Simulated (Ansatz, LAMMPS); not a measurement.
## Amorphous Si (127 atoms): geometry optimisation

Aim: bring amorphous Si (127 atoms) to a nearby minimum of the energy and see what moves.

Program: Ansatz 0.2.0. Level of theory: Kohn-Sham DFT, r2SCAN, PAW (set soft_2), plane waves. Results are calculated unless marked as measured.

Measured values to set the calculation against. Si-Si coordination number quoted from the high-resolution X-ray diffraction study of Laaziri et al (as quoted in “Relationship between diffraction peak, network topology, and amorphous-forming ability in silicon and silica”, 2021, PMC8590056): number of Si about Si 3.9.

## (1) Set-up

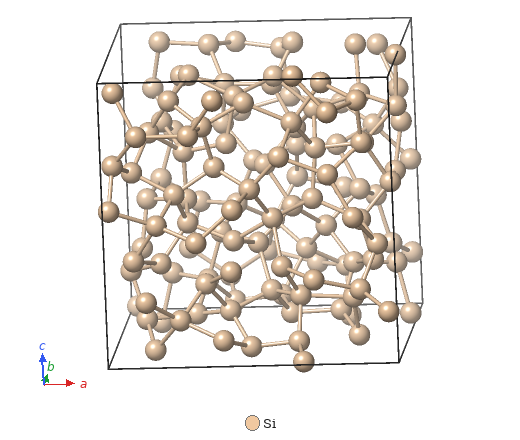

The cell as given, slightly off an axis (silicon light orange). Bonds to atoms that aren't drawn are left out. Some periodic images of atoms are drawn too.

The cell holds 127 atoms: 127 Si. Cell: a = 13.787 Å, b = 13.787 Å, c = 13.787 Å, α = 90.0°, β = 90.0°, γ = 90.0°. 127 atoms (127 Si) placed at random at 2.26 g/cm³, melted at 2500 K for 20 ps at fixed volume with the modified Tersoff potential (Kumagai, Izumi, Hara and Sakai, Comput. Mater. Sci. 39, 457 (2007)). Quenched from 2500 K to 300 K at 10 K/ps and fixed volume, held 5 ps.

What the set-up can't give: The quench rate of 10 K/ps far exceeds what a furnace or splat quench reaches, so expect more defects and frozen-in strain than in a real sample. The network of bonds at the start is that of the classical potential that made the cell. Sampling is at Γ alone, for a cell whose shortest periodic width is 14 Å.

## (2) Single point at the start

A single point comes first, to see the forces before anything moves.

Contents of input.yaml:

```yaml
crystal:
  lattice:
    - [13.7871, 0.0, 0.0]
    - [0.0, 13.7871, 0.0]
    - [0.0, 0.0, 13.7871]
  atoms:
    - { symbol: Si, position: [0.315, 0.03086, 0.42704] }
    - { symbol: Si, position: [0.13345, 0.41207, 0.73895] }
    - { symbol: Si, position: [0.61827, 0.65031, 0.69708] }
    - { symbol: Si, position: [0.39799, 0.34713, 0.12447] }
    [... 117 atom lines left out ...]
    - { symbol: Si, position: [0.35316, 0.6085, 0.34707] }
    - { symbol: Si, position: [0.87388, 0.38175, 0.69516] }
    - { symbol: Si, position: [0.84879, 0.58751, 0.82397] }
    - { symbol: Si, position: [0.04089, 0.12419, 0.9396] }
    - { symbol: Si, position: [0.48856, 0.50239, 0.32829] }
    - { symbol: Si, position: [0.24106, 0.52323, 0.64683] }
kpoints:
  mp_grid: { grid: [1, 1, 1] }
hamiltonian:
  xc: r2scan
scf:
  occupations: { method: gaussian, width: 0.025 }
output:
  forces: true
  stress: true
  populations: intrinsic
  dos:
    method: { smearing: { sigma: 0.15 } }
    de: 0.1
    projected: { site_lists: { Si: [Si] } }
  eigenvalues: true
```

On the command line:

```sh
$ ansatz run input.yaml --threads 4 --pin off --max-ram 8192MiB --backend cpu --events-out ev --progress --plain --runs-dir out
```

Wall time 1.8 min (4 threads of Arm Neoverse V2, shared host); peak memory 6.9 GiB.

Numbers from this run:

- free energy: -81124.8287 eV
- free energy per atom: -638.7782 eV/atom
- SCF cycles: 12
- pressure: -1.748 GPa
- r.m.s. force component: 0.5447 eV/Å
- longest force: 2.026 eV/Å
- Fermi energy: 6.197 eV
- gap (highest filled to lowest empty level): 0.0804 eV

The r.m.s. force component of 0.54 eV/Å and the pressure of -1.7 GPa set the starting point.

Neighbours are counted within 2.88 Å (Si-Si).

Length of the force by element and coordination:

```
element  coordination  atoms  mean length of the force (eV/Å)  spread  least  most
     Si           all    127                            0.871   0.362  0.160  2.03
     Si             4    121                            0.867   0.357  0.160  2.03
     Si             5      6                            0.961   0.438  0.252  1.58
```

## (3) Relaxation

The atoms are relaxed in the fixed cell, aiming at the force tolerance of the input.

input.yaml, the sections that differ from step 2:

```yaml
output:
  forces: true
relax:
  f_tol: 0.05
  max_steps: 108
# crystal, kpoints, hamiltonian, scf: as in step 2
```

The job ended after 11 min (4 threads; peak memory 6.7 GiB).

Relaxation path:

```
step  energy less that of the first step (eV)  largest force component (eV/Å)
   1                                   0.0000                          1.9339
   2                                  -5.2086                          0.5274
   3                                  -6.3227                          0.4424
   4                                  -6.6128                          0.2862
   5                                  -6.7181                          0.4187
   6                                  -6.9066                          0.2410
   7                                  -6.9267                          0.8848
   8                                  -7.0135                          0.1954
   9                                  -7.0443                          0.2046
  10                                  -7.0702                          0.1333
  11                                  -7.0768                          0.0353
  12                                  -7.0768                          0.0353
```

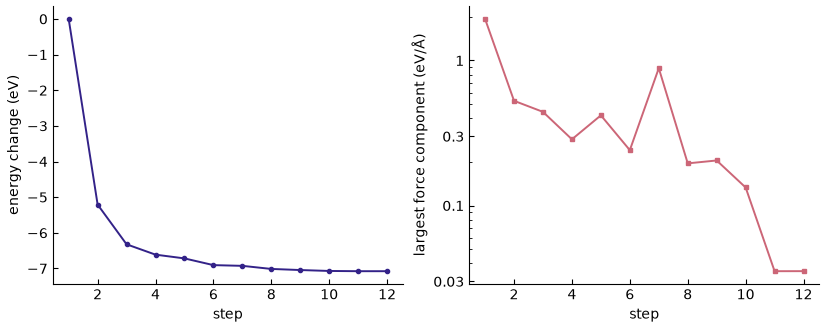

Energy and largest force along the relaxation.

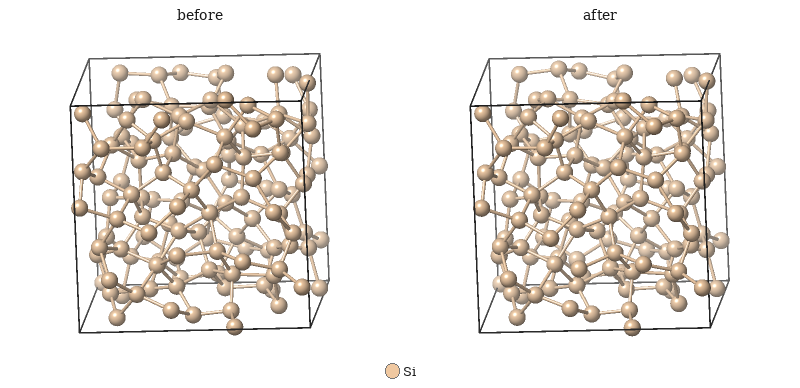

The structure before and after the relaxation, drawn at the same scale. Bonds to atoms that aren't drawn are left out.

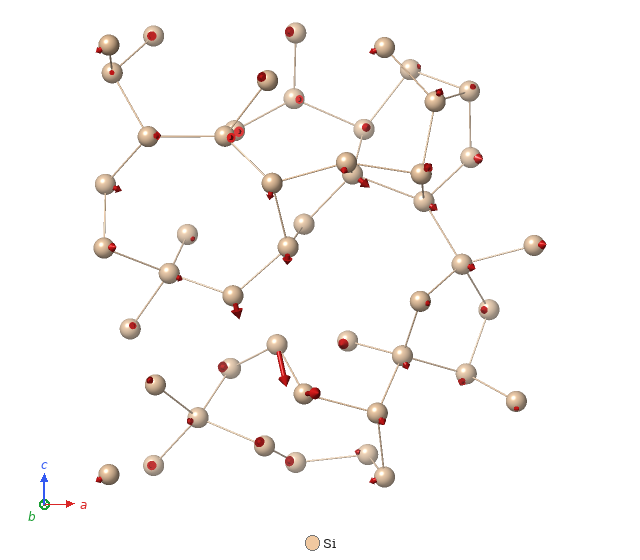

Displacements in the relaxation, exaggerated; the longest in the cell stands for 0.86 Å. Drawn is a slice 4 Å thick, seen along the normal of the ac plane. Bonds to atoms that aren't drawn are left out.

The atoms that moved most (Å):

```
atom      dx      dy      dz  length
Si52   0.128  -0.481  -0.701   0.860
Si50   0.201  -0.635   0.067   0.669
Si76  -0.101   0.199   0.374   0.436
Si37   0.177  -0.337   0.159   0.413
 Si7   0.235  -0.309   0.103   0.402
Si82  -0.026   0.219   0.321   0.389
 Si1   0.095   0.062  -0.341   0.360
Si24   0.049  -0.336  -0.018   0.340
```

The relaxation changed the energy by -55.7 meV/atom, and atoms moved by 0.22 Å r.m.s., 0.86 Å at most.

## (4) Structure statistics after relaxation

Bonds before and after, by the cutoffs listed below:

```
 pair  bonds before  bonds after  mean before (Å)  mean after (Å)  spread before (Å)  spread after (Å)
Si-Si           257          254            2.397           2.386              0.083             0.063
```

Density 2.26 g/cm³, 20.64 Å³ an atom.

Pair distribution function in bins of 0.2 Å:

```
r (Å)  total
 2.20   0.37
 2.40   5.13
 2.60   0.28
 2.80   0.02
 3.00   0.01
 3.20   0.14
 3.40   0.57
 3.60   1.58
 3.80   1.88
 4.00   1.88
 4.20   1.35
 4.40   0.94
 4.60   0.88
 4.80   0.82
 5.00   0.69
 5.20   0.74
 5.40   0.85
 5.60   1.06
 5.80   1.11
 6.00   1.09
 6.20   0.95
 6.40   0.92
 6.60   0.92
 6.80   1.02
```

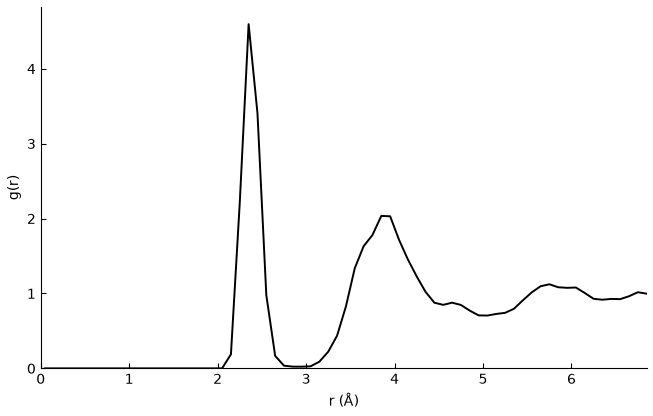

Pair distribution functions, lightly smoothed.

Bonds by pair of elements; cutoffs follow the first minimum of g(r), held within bounds set by covalent radii, and pairs that aren't listed don't count as bonded:

```
pair A-B  cutoff (Å)  bonds  mean length (Å)  spread (Å)  shortest (Å)  B about A  A about B
   Si-Si        2.83    254             2.39       0.063          2.27          4          4
```

How many atoms have how many bonded neighbours:

```
element  mean  3    4  5
     Si     4  1  125  1
```

Bond angles, per cent of each kind in bins of 5°:

```
angle (°)  Si-Si-Si
    65–70       0.1
    70–75       0.0
    75–80       0.1
    80–85       0.9
    85–90       2.5
    90–95       5.2
   95–100      12.1
  100–105      16.1
  105–110      18.1
  110–115      16.3
  115–120      11.8
  120–125       8.4
  125–130       4.1
  130–135       2.8
  135–140       0.9
  140–145       0.4
  145–150       0.0
  150–155       0.0
  155–160       0.1
  160–165       0.1
```

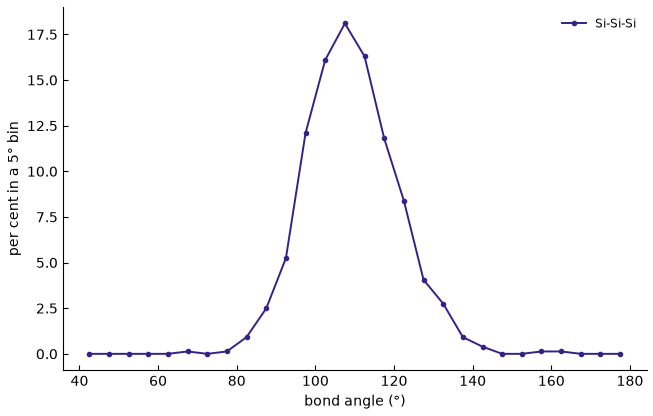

Distributions of the most common bond angles.

Bond angles (no mean is given where the spread exceeds 20°):

```
   angle  count  mean (°)  spread (°)
Si-Si-Si    763       109        11.4
```

Bond length by coordination (bonds to H left out):

```
element  coordination  atoms  mean bond length (Å)
     Si             3      1                  2.31
     Si             4    125                  2.38
     Si             5      1                  2.51
```

Rings of the network by King's shortest-path rule, up to 12 atoms, one path for each pair of neighbours; H, halogens, alkali and alkaline-earth atoms are left out, and the last column divides by all other atoms, bonded or not:

```
ring size (atoms)  rings  per network atom
                4      3             0.024
                5     54             0.425
                6     99              0.78
                7     63             0.496
                8      3             0.024
```

The first maximum of g(r) stands at about 2.4 Å. By these cutoffs 98 % of Si atoms have 4 bonded neighbours. The Si-Si-Si angle averages 109° with a spread of 11°. Rings of 6 atoms are the most common (45 % of those counted); sizes run from 4 to 8.

## (5) Single point at the relaxed geometry

The electronic structure is read at the final geometry, in a run of its own.

Contents of input.yaml:

```yaml
crystal:
  lattice:
    - [13.7871, 0.0, 0.0]
    - [0.0, 13.7871, 0.0]
    - [0.0, 0.0, 13.7871]
  atoms:
    - { symbol: Si, position: [0.32192, 0.03535, 0.4023] }
    - { symbol: Si, position: [0.13072, 0.41001, 0.74629] }
    - { symbol: Si, position: [0.6273, 0.65396, 0.70536] }
    - { symbol: Si, position: [0.39719, 0.36368, 0.12493] }
    [... 117 atom lines left out ...]
    - { symbol: Si, position: [0.35557, 0.60286, 0.36076] }
    - { symbol: Si, position: [0.87689, 0.36744, 0.70716] }
    - { symbol: Si, position: [0.85962, 0.58107, 0.8148] }
    - { symbol: Si, position: [0.04101, 0.12867, 0.93931] }
    - { symbol: Si, position: [0.48356, 0.48834, 0.33761] }
    - { symbol: Si, position: [0.23783, 0.52584, 0.65814] }
kpoints:
  mp_grid: { grid: [1, 1, 1] }
hamiltonian:
  xc: r2scan
scf:
  occupations: { method: gaussian, width: 0.025 }
output:
  forces: true
  stress: true
  populations: intrinsic
  dos:
    method: { smearing: { sigma: 0.08 } }
    de: 0.1
    projected: { site_lists: { Si: [Si] } }
  eigenvalues: true
  write_density: true
  write_potential: true
  volumetric_format: npy
  elf: true
```

Elapsed: 1.8 min, on 4 threads; peak memory 6.8 GiB; 6.9 min of CPU time.

Read from the output:

| Item | Value |
| --- | --- |
| free energy | -81131.9055 eV |
| free energy per atom | -638.8339 eV/atom |
| SCF cycles | 10 |
| pressure | -1.565 GPa |
| r.m.s. force component | 0.00646 eV/Å |
| longest force | 0.04143 eV/Å |
| Fermi energy | 6.12 eV |
| gap (highest filled to lowest empty level) | 0.2806 eV |

Intrinsic-atomic-orbital charges by element and coordination:

```
element  coordination  atoms  mean charge (e)  spread    least     most
     Si           all    127                0  0.0285    -0.19   0.0933
     Si             3      1            -0.19       0    -0.19    -0.19
     Si             4    125            0.002  0.0225  -0.0575   0.0933
     Si             5      1          -0.0614       0  -0.0614  -0.0614
```

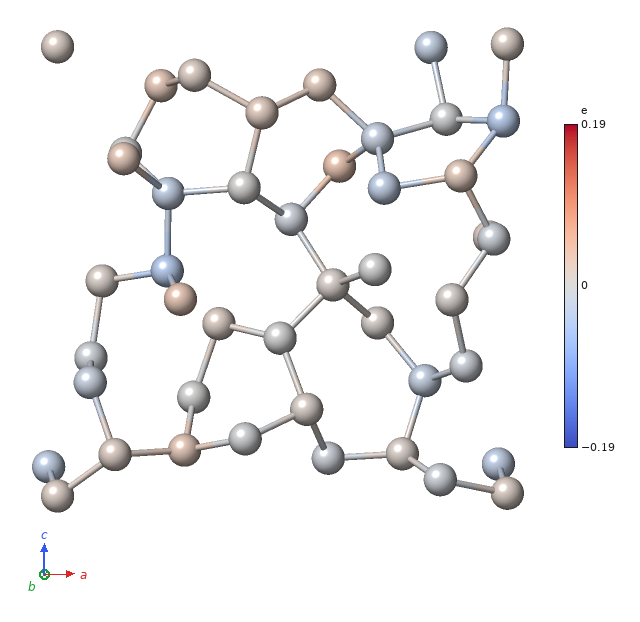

Atoms coloured by intrinsic-atomic-orbital charge. Drawn is a slice 4 Å thick, seen along the normal of the ac plane. Bonds to atoms that aren't drawn are left out.

States in the cell by windows of 1 eV, zero at the Fermi level; the larger projections on atomic orbitals stand beside the total:

```
from (eV)  to (eV)  total  Si p  Si s
      -10       -9   46.9  16.3  30.3
       -9       -8   28.8  12.3  16.3
       -8       -7   28.3  13.9  14.2
       -7       -6   33.3  18.6  14.5
       -6       -5   35.7  24.2  11.1
       -5       -4   47.7  41.0   6.2
       -4       -3   65.3  59.4   5.2
       -3       -2   75.1  69.6   4.4
       -2       -1   60.0  55.9   2.9
       -1        0   21.4  19.4   1.4
        0        1   19.2  12.5   4.9
        1        2   61.5  38.3  15.1
        2        3   76.4  48.6  14.5
```

The curve was stored every 0.100 eV, coarse against its broadening of 0.08 eV, so these counts are rough.

Between -13 and -10 eV lie 66 more states.

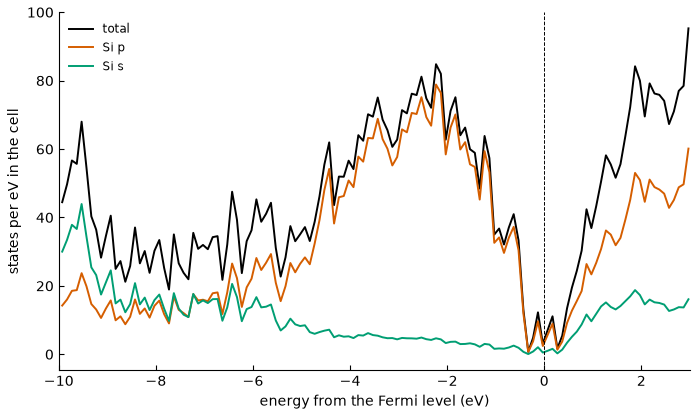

Total and projected density of states, with the broadening of the input.

The levels nearest the highest filled one (over half full), pooled over k-points and spins:

```
level less the highest filled one (eV)  occupation
                                -0.557           2
                                -0.479           2
                                -0.473           2
                                -0.374           2
                                -0.352           2
                                     0           2
                                 0.281           0
                                 0.595           0
                                 0.751           0
                                 0.784           0
                                 0.906           0
                                 0.969           0
```

Intrinsic-atomic-orbital charges run from -0.19 to +0.09 e. Within 0.4 eV of the Fermi level the largest share is Si p (83 % of the projected weight).

## (6) Outcome

* energy change in the relaxation: -55.72 meV/atom
* r.m.s. displacement: 0.224 Å
* largest displacement: 0.86 Å
* free energy per atom: -638.8339 eV/atom
* pressure: -1.565 GPa
* r.m.s. force component: 0.00646 eV/Å
* gap (highest filled to lowest empty level): 0.2806 eV
* wall time of the 3 DFT runs: 14 min

**Reading.** Relaxation lowers the energy by 55.7 meV/atom and moves atoms by 0.22 Å r.m.s.; the r.m.s. force component goes from 0.54 to 0.0065 eV/Å, the pressure goes from -1.7 to -1.6 GPa. By the final cutoffs 4 of 257 bonded pairs parted and 1 joined. First to last step the energy falls by 7.077 eV; the largest move, 0.86 Å, is that of Si52. The Si-Si bonds go from 2.397 Å (spread 0.083) to 2.386 Å (spread 0.063), and their number from 257 to 254. With the cutoffs above, 98 % of Si atoms have 4 bonded neighbours. The highest filled and lowest empty levels differ by 0.281 eV (at Γ alone); a semilocal functional tends to put such gaps too low. In a disordered cell it changes from sample to sample, and tail or defect levels can set it.

**Limits.** The starting topology of bonds comes from the classical model; in DFT 4 of its 257 bonded pairs passed out of the cutoffs and 1 came within them. The pressure of -1.6 GPa says that the cell would shrink at this level of theory.

Calculation beside experiment:

```
             quantity  measured  this cell  difference  method of the measurement
number of Si about Si       3.9          4      +2.6 %          X-ray diffraction
```

The cell differs from the measured neighbour counts by up to 2.6 %. The network comes from the model that made the cell; in DFT 4 of its 257 bonded pairs passed out of the cutoffs and 1 came within them. Our coordination numbers hang on a cutoff, and experiments count neighbours in their own ways.

[Logs are printed without paths, hosts, clocks, repeated set-up lines and the standing remarks that a program may print on its own settings, such as how far it seeks lower states.]

[Hosts, paths, dates, database ids (printed as entryN), source tags and the programs' standing remarks are cut or masked in the printed files.]
